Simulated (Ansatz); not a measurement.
# Work function of Ru(0001): what the settings cost and change, part 2 of 2

How far do cutoff, k-mesh and smearing move the work function of Ru(0001)?

Ansatz 0.2.0; plane-wave DFT, PBE, Ansatz PAW.

So far. Step 7 (Run): The work function is 5.031 eV, -0.036 eV from the run “cutoff 420 eV”, at 0.19 times its CPU time.

### Step 8. Run

input.yaml

```yaml
crystal:
  lattice:
    - [2.7, 0.0, 0.0]
    - [1.35, 2.3382685902, 0.0]
    - [0.0, 0.0, 30.8304]
  atoms:
    - { symbol: Ru, position: [0.0, 0.0, 0.2919196637] }
    - { symbol: Ru, position: [0.6666666667, 0.6666666667, 0.3612797758] }
    - { symbol: Ru, position: [0.0, 0.0, 0.4306398879] }
    - { symbol: Ru, position: [0.6666666667, 0.6666666667, 0.5] }
    - { symbol: Ru, position: [0.0, 0.0, 0.5693601121] }
    - { symbol: Ru, position: [0.6666666667, 0.6666666667, 0.6387202242] }
    - { symbol: Ru, position: [0.0, 0.0, 0.7080803363] }
kpoints:
  mp_grid: { grid: [11, 11, 1] }
hamiltonian:
  xc: pbe
scf:
  occupations: { method: fermi_dirac, width: 0.1 }
  convergence: { dr2_threshold: 1.0e-09 }
efield:
  axis: 3
  dipole_correction: true
  ramp_position: 0.97
  ramp_width: 0.06
output:
  write_potential: true
  write_density: true
  volumetric_format: npy
```

On the command line:

```console
ansatz run input.yaml --threads 2 --pin off --max-ram 3072MiB --backend cpu --events-out ev --progress --plain --runs-dir out
```

Numbers of over 12 decimals in the logs are rounded to 6 here.

What it wrote:

```text
[...]
Crystal: 7 atoms, lattice volume = 194.642 Å³
Basis set: ecut = 420 eV, 3841 PW (Γ)
Bands: 68, of which v1, the nominal top of the filled ones, is band 56 counted from 1 (55 counted from 0)
Symmetry: 6 space group operations
k-points: 16 of 121 (time reversal used)
[...]
k-point 0: bands = [... 52 lower, 7.0259, 7.2734, 7.7992, 7.7992, 8.3392, 8.3392, 8.4980, 8.9720, ... 8 higher]
  k-point 1: bands = [... 52 lower, 7.2455, 7.2500, 7.5614, 7.7033, 8.0328, 8.1851, 8.2605, 8.6305, ... 8 higher]
  k-point 2: bands = [... 52 lower, 7.3568, 7.4610, 7.5318, 7.7789, 7.8395, 7.9783, 8.2378, 8.3128, ... 8 higher]
  k-point 15: bands = [... 52 lower, 7.8575, 8.3934, 9.2303, 9.5581, 9.5624, 9.8653, 10.0290, 10.0671, ... 8 higher]
[key lines of the parts left out:]
SCF converged after 10 iterations
Free energy (F): -41148.791254 eV
Fermi energy:    8.921209 eV
Dipole field:    D = -0.000002 V/Å  (p = -0.000002 e·Å, saw-weighted, corrected)
Work function:   Φ+ = 5.0922 eV   Φ− = 5.0921 eV
```

It took 27 s on 2 threads of Arm Neoverse N1, shared host; peak memory 0.53 GiB; 52 s of CPU time.

The work function is 5.092 eV, +0.026 eV from the run “cutoff 420 eV”, at 0.48 times its CPU time.

### Step 9. Slab

Edit input.yaml of step 8 so:

```diff
@@ -14,3 +14,3 @@
 kpoints:
-  mp_grid: { grid: [11, 11, 1] }
+  mp_grid: { grid: [26, 26, 1] }
 hamiltonian:
```

What it wrote:

```text
[...]
Crystal: 7 atoms, lattice volume = 194.642 Å³
Basis set: ecut = 420 eV, 3841 PW (Γ)
Bands: 68, of which v1, the nominal top of the filled ones, is band 56 counted from 1 (55 counted from 0)
Symmetry: 6 space group operations
k-points: 70 of 676 (time reversal used)
[...]
k-point 0: bands = [... 52 lower, 7.0281, 7.2755, 7.7982, 7.7982, 8.3402, 8.3402, 8.5005, 8.9750, ... 8 higher]
  k-point 1: bands = [... 52 lower, 7.0679, 7.2876, 7.7643, 7.7754, 8.3230, 8.3261, 8.3712, 8.9609, ... 8 higher]
  k-point 2: bands = [... 52 lower, 7.1853, 7.2741, 7.6388, 7.7218, 8.1199, 8.2498, 8.2798, 8.7841, ... 8 higher]
  k-point 69: bands = [... 52 lower, 7.8242, 8.3544, 9.2068, 9.5553, 9.5600, 9.9182, 10.0216, 10.0585, ... 8 higher]
[key lines of the parts left out:]
SCF converged after 10 iterations
Free energy (F): -41148.802224 eV
Fermi energy:    8.939710 eV
Dipole field:    D = -0.000001 V/Å  (p = -0.000001 e·Å, saw-weighted, corrected)
Work function:   Φ+ = 5.0710 eV   Φ− = 5.0710 eV
```

The job ended after 1.9 min (2 threads; peak memory 1.1 GiB; 3.7 min of CPU time).

The work function is 5.071 eV, +0.004 eV from the run “cutoff 420 eV”, at 2.1 times its CPU time.

### Step 10. Run

Edit input.yaml of step 9 so:

```diff
@@ -14,3 +14,3 @@
 kpoints:
-  mp_grid: { grid: [26, 26, 1] }
+  mp_grid: { grid: [17, 17, 1] }
 hamiltonian:
@@ -18,3 +18,3 @@
 scf:
-  occupations: { method: fermi_dirac, width: 0.1 }
+  occupations: { method: gaussian, width: 0.05 }
   convergence: { dr2_threshold: 1.0e-09 }
```

What it wrote:

```text
[...]
Crystal: 7 atoms, lattice volume = 194.642 Å³
Basis set: ecut = 420 eV, 3841 PW (Γ)
Bands: 68, of which v1, the nominal top of the filled ones, is band 56 counted from 1 (55 counted from 0)
Symmetry: 6 space group operations
k-points: 33 of 289 (time reversal used)
[...]
k-point 0: bands = [... 52 lower, 7.0377, 7.2809, 7.8086, 7.8086, 8.3481, 8.3481, 8.5058, 8.9824, ... 8 higher]
  k-point 1: bands = [... 52 lower, 7.1305, 7.2937, 7.7224, 7.7587, 8.2477, 8.3067, 8.3100, 8.9505, ... 8 higher]
  k-point 2: bands = [... 52 lower, 7.2024, 7.3944, 7.3983, 7.7062, 7.8898, 8.0288, 8.2435, 8.4133, ... 8 higher]
  k-point 32: bands = [... 52 lower, 7.8371, 8.3734, 9.2203, 9.5593, 9.5608, 9.8991, 10.0333, 10.0618, ... 8 higher]
[key lines of the parts left out:]
SCF converged after 10 iterations
Free energy (F): -41148.665646 eV
Fermi energy:    8.943120 eV
Dipole field:    D = -0.000008 V/Å  (p = -0.000008 e·Å, saw-weighted, corrected)
Work function:   Φ+ = 5.0567 eV   Φ− = 5.0565 eV
```

It took 52 s on 2 threads; peak memory 0.71 GiB; 1.7 min of CPU time.

The work function is 5.057 eV, -0.010 eV from the run “cutoff 420 eV”, at 0.95 times its CPU time.

### Step 11. Slab

Edit input.yaml of step 10 so:

```diff
@@ -18,3 +18,3 @@
 scf:
-  occupations: { method: gaussian, width: 0.05 }
+  occupations: { method: methfessel_paxton, width: 0.2 }
   convergence: { dr2_threshold: 1.0e-09 }
```

What it wrote:

```text
[...]
Crystal: 7 atoms, lattice volume = 194.642 Å³
Basis set: ecut = 420 eV, 3841 PW (Γ)
Bands: 68, of which v1, the nominal top of the filled ones, is band 56 counted from 1 (55 counted from 0)
Symmetry: 6 space group operations
k-points: 33 of 289 (time reversal used)
[...]
k-point 0: bands = [... 52 lower, 7.0279, 7.2755, 7.7978, 7.7978, 8.3392, 8.3392, 8.5006, 8.9738, ... 8 higher]
  k-point 1: bands = [... 52 lower, 7.1206, 7.2873, 7.7120, 7.7481, 8.2407, 8.2981, 8.3011, 8.9419, ... 8 higher]
  k-point 2: bands = [... 52 lower, 7.1941, 7.3851, 7.3878, 7.6964, 7.8820, 8.0229, 8.2346, 8.4071, ... 8 higher]
  k-point 32: bands = [... 52 lower, 7.8283, 8.3645, 9.2120, 9.5546, 9.5563, 9.8872, 10.0229, 10.0518, ... 8 higher]
[key lines of the parts left out:]
SCF converged after 10 iterations
Free energy (F): -41148.670356 eV
Fermi energy:    8.936499 eV
Dipole field:    D = -0.000001 V/Å  (p = -0.000001 e·Å, saw-weighted, corrected)
Work function:   Φ+ = 5.0722 eV   Φ− = 5.0722 eV
```

It took 58 s on 2 threads; peak memory 0.71 GiB.

The work function is 5.072 eV, +0.005 eV from the run “cutoff 420 eV”, at 1.0 times its CPU time.

### Step 12. Slab

Edit input.yaml of step 11 so:

```diff
@@ -18,3 +18,3 @@
 scf:
-  occupations: { method: methfessel_paxton, width: 0.2 }
+  occupations: { method: fermi_dirac, width: 0.3 }
   convergence: { dr2_threshold: 1.0e-09 }
```

What it wrote:

```text
band count auto-derived: 74 (N_el = 112.0; filled up to band 56; 68 by the electrons, moments and atoms)
[...]
Crystal: 7 atoms, lattice volume = 194.642 Å³
Basis set: ecut = 420 eV, 3841 PW (Γ)
Bands: 74, of which v1, the nominal top of the filled ones, is band 56 counted from 1 (55 counted from 0)
Symmetry: 6 space group operations
[...]
k-point 0: bands = [... 52 lower, 7.0517, 7.2921, 7.8261, 7.8261, 8.3758, 8.3758, 8.5088, 9.0060, ... 14 higher]
  k-point 1: bands = [... 52 lower, 7.1446, 7.3064, 7.7396, 7.7756, 8.2557, 8.3320, 8.3369, 8.9739, ... 14 higher]
  k-point 2: bands = [... 52 lower, 7.2163, 7.4105, 7.4126, 7.7200, 7.9038, 8.0467, 8.2674, 8.4287, ... 14 higher]
  k-point 32: bands = [... 52 lower, 7.8657, 8.3945, 9.2490, 9.5932, 9.5950, 9.9171, 10.0568, 10.0881, ... 14 higher]
[key lines of the parts left out:]
SCF converged after 10 iterations
Free energy (F): -41149.792437 eV
Fermi energy:    8.959184 eV
Dipole field:    D = -0.000001 V/Å  (p = -0.000001 e·Å, saw-weighted, corrected)
Work function:   Φ+ = 5.0404 eV   Φ− = 5.0403 eV
```

Wall time 62 s (2 threads); peak memory 0.76 GiB.

The work function is 5.040 eV, -0.026 eV from the run “cutoff 420 eV”, at 1.1 times its CPU time.

### Step 13. Run

Edit input.yaml of step 12 so:

```diff
@@ -18,3 +18,3 @@
 scf:
-  occupations: { method: fermi_dirac, width: 0.3 }
+  occupations: { method: cold, width: 0.1 }
   convergence: { dr2_threshold: 1.0e-09 }
```

What it wrote:

```text
[...]
Crystal: 7 atoms, lattice volume = 194.642 Å³
Basis set: ecut = 420 eV, 3841 PW (Γ)
Bands: 68, of which v1, the nominal top of the filled ones, is band 56 counted from 1 (55 counted from 0)
Symmetry: 6 space group operations
k-points: 33 of 289 (time reversal used)
[...]
k-point 0: bands = [... 52 lower, 7.0307, 7.2773, 7.8025, 7.8025, 8.3428, 8.3428, 8.5023, 8.9770, ... 8 higher]
  k-point 1: bands = [... 52 lower, 7.1235, 7.2893, 7.7164, 7.7526, 8.2434, 8.3014, 8.3046, 8.9450, ... 8 higher]
  k-point 2: bands = [... 52 lower, 7.1970, 7.3884, 7.3912, 7.6997, 7.8849, 8.0243, 8.2378, 8.4090, ... 8 higher]
  k-point 32: bands = [... 52 lower, 7.8315, 8.3677, 9.2152, 9.5553, 9.5569, 9.8929, 10.0276, 10.0564, ... 8 higher]
[key lines of the parts left out:]
SCF converged after 10 iterations
Free energy (F): -41148.662437 eV
Fermi energy:    8.944220 eV
Dipole field:    D = -0.000004 V/Å  (p = -0.000004 e·Å, saw-weighted, corrected)
Work function:   Φ+ = 5.0615 eV   Φ− = 5.0614 eV
```

It took 52 s on 2 threads; peak memory 0.71 GiB.

The work function is 5.062 eV, -0.005 eV from the run “cutoff 420 eV”, at 0.96 times its CPU time.

### Step 14. Side by side

Times are for 2 threads of Arm Neoverse N1, shared host. The series side by side:

```tsv
no.	setting	work function, upper face (eV)	time	memory (GiB)
1	cutoff 200 eV	5.689	26 s	0.41
2	cutoff 300 eV	5.075	42 s	0.52
3	cutoff 420 eV	5.067	58 s	0.71
4	cutoff 600 eV	5.066	92 s	1.0
5	mesh 3x3	4.668	5.4 s	0.41
6	mesh 6x6	5.031	11 s	0.46
7	mesh 11x11	5.092	27 s	0.53
8	mesh 26x26	5.071	1.9 min	1.1
9	Gaussian smearing 0.05 eV	5.057	52 s	0.71
10	methfessel_paxton smearing 0.2 eV	5.072	58 s	0.71
11	fermi_dirac smearing 0.3 eV	5.040	62 s	0.76
12	cold smearing 0.1 eV	5.062	52 s	0.71
```

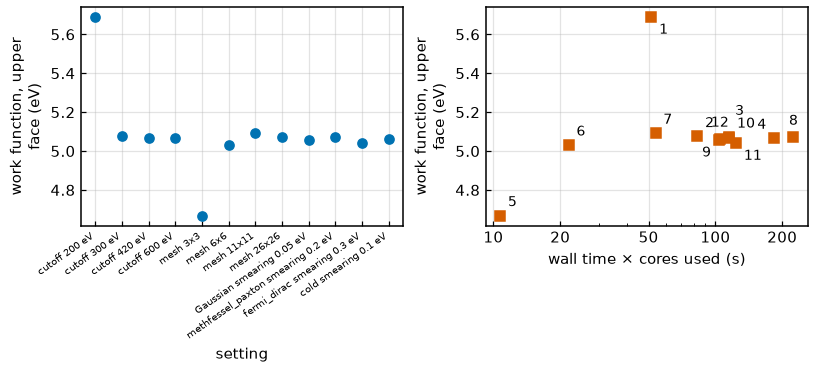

The series as plots; the last panel sets the first result against cost, with the runs numbered as in the table.

### Step 15. The same run with other settings

An input spoilt on purpose, to show how the run answers: it repeats the earlier run “cutoff 200 eV” with efield.amplitude to 5.0, and scf.max_iter set to 50; its output block differs too.

Edit input.yaml of step 13 so:

```diff
@@ -18,4 +18,5 @@
 scf:
-  occupations: { method: cold, width: 0.1 }
+  occupations: { method: fermi_dirac, width: 0.1 }
   convergence: { dr2_threshold: 1.0e-09 }
+  max_iter: 50
 efield:
@@ -25,2 +26,5 @@
   ramp_width: 0.06
+  amplitude: 5.0
+basis:
+  ecutwfc: "200 eV"
 output:
```

What it wrote:

```text
[...]
Crystal: 7 atoms, lattice volume = 194.642 Å³
Basis set: ecut = 200 eV, 1241 PW (Γ)
Bands: 68, of which v1, the nominal top of the filled ones, is band 56 counted from 1 (55 counted from 0)
Symmetry: 6 space group operations
k-points: 33 of 289 (time reversal used)
[...]
SCF iter   1: F=—  HF=-41107.186766 eV  |F-HF|=—  |Δ(HF+E_count)|=         —  Δρ=1.68e-1  dr2=2.76e2  ethr=3.10e-3  p=2.878 e·Å  D=2.68e0 V/Å  ΔV_dip=-82.50 eV  dr2_dipole=1.47e1  V_vac-E_F(+/−)=36.34/0.94 eV  ⟨swp⟩=12.0  Hψ=14248  notcnv=0  defer=3
[...]
SCF iter  15: F=-41087.957749 eV  HF=-41087.957749 eV  |F-HF|=9.17e-10  |Δ(HF+E_count)|=  1.60e-10  Δρ=3.21e-7  dr2=9.78e-10  ethr=1.00e-12  p=2.834 e·Å  D=2.63e0 V/Å  ΔV_dip=-81.22 eV  dr2_dipole=6.77e-12  V_vac-E_F(+/−)=35.22/-0.65 eV  ⟨swp⟩=10.2  Hψ=7751  notcnv=0
[...]
SCF 1 converged in 15 iterations: F = -41087.957749 eV  dr2 = 9.78e-10
[...]
SCF converged after 15 iterations
Free energy (F): -41087.957749 eV
[...]
Internal energy: -41087.665940 eV  (E = F + TS)
E sigma→0 (E₀):  -41087.811845 eV
Entropy (-TS):   -0.291810 eV (-41.687 meV/atom)
Fermi energy:    7.892648 eV
Dipole field:    D = 2.634299 V/Å  (p = 2.833614 e·Å, saw-weighted, corrected)
Work function:   not extracted (applied field tilts the vacuum); planar V_es + V_field profile in the machine report
[...]
--- Band table (eV; the first three rows and the last of 33) ---
  k-point 0: bands = [... 52 lower, 6.6965, 6.6965, 7.1794, 7.1794, 7.3477, 7.5447, 7.5447, 8.1149, ... 8 higher]
  k-point 1: bands = [... 52 lower, 6.3998, 6.4035, 6.9824, 7.0220, 7.1703, 7.4720, 7.5513, 7.8518, ... 8 higher]
  k-point 2: bands = [... 52 lower, 6.4761, 6.5358, 6.6321, 6.7738, 6.8940, 7.1652, 7.3853, 7.4207, ... 8 higher]
  k-point 32: bands = [... 52 lower, 6.8831, 7.3741, 8.0911, 8.3073, 8.4027, 8.6660, 8.6969, 8.7209, ... 8 higher]
```

Elapsed: 36 s, on 2 threads; peak memory 0.39 GiB; 71 s of CPU time.

The fault (a field far too strong) makes this run a check alone; its numbers are not taken further.

### Step 16. Outcome

```yaml
work_function_cutoff_200_ev: 5.689 eV
work_function_cutoff_420_ev: 5.067 eV
work_function_cutoff_600_ev: 5.066 eV
work_function_mesh_3x3: 4.668 eV
```

**Reading.** The run at the highest cutoff gives 5.07 eV, and the settings tried spread the value from 4.67 to 5.69 eV. Against 600 eV, a cutoff of 200 eV is off by +0.623 eV. Against 600 eV, a cutoff of 420 eV is off by +0.000 eV. Against the finest mesh, 26 points along a, the coarser ones are off by -0.40 (3), -0.04 (6) and +0.02 (11) eV. The smearing schemes and widths spread it over 0.03 eV. The program marks the value as in doubt in “cutoff 200 eV”. The ladder's slabs use the tabulated experimental lattice constant (two decimals; a low-temperature value for the alkali metals). In 1 run of the series (cutoff 200 eV) the program warns that electrons reach the sawtooth's ramp, which makes dipole and work function less sure.

[Logs are printed without paths, hosts, clocks, repeated set-up lines and the standing remarks that a program may print on its own settings, such as how far it seeks lower states.]

[Hosts, paths, dates, database ids (printed as entryN), source tags and the programs' standing remarks are cut or masked in the printed files.]

[Maps of the electrostatic potential energy from Ansatz leave out the sawtooth potential of an applied field or a dipole correction, so their vacuum need not be flat; planar profiles and work functions include it.]
